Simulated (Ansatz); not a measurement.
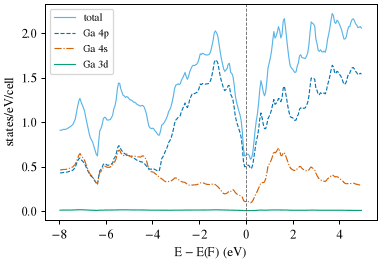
Figure: Total and projected density of states of Ga in space group Cmcm (No. 63; Ga on 8g), DFT-PBEsol in the program Ansatz with PAW potentials

Question: Which orbitals carry the states next to the Fermi level?

Answer: Within 0.5 eV of the Fermi level: Ga 4p 81 %, Ga 4s 17 %. Projections are on Löwdin-orthogonalised atomic valence shells; empty p or d shells of many metals are not among them.

Question: Where is the tallest occupied peak in this window, and what makes it?

Answer: Near -1.3 eV, about 2.0 states/eV per cell; the largest projected share is Ga 4p.

The workflow started from a Materials Project entry (that database holds measured and hypothetical structures alike); the Crystallography Open Database files this formula in space group No. 63, but the cells were not matched. It is not the phase usual at ambient conditions (space group No. 64). The cell was relaxed with PBEsol under the symmetry of its start; of distortions, only those at the zone centre were tested. Scalar-relativistic: spin–orbit coupling is off unless named, which matters more the heavier the elements.

Potentials: the later of the program's two PAW sets.
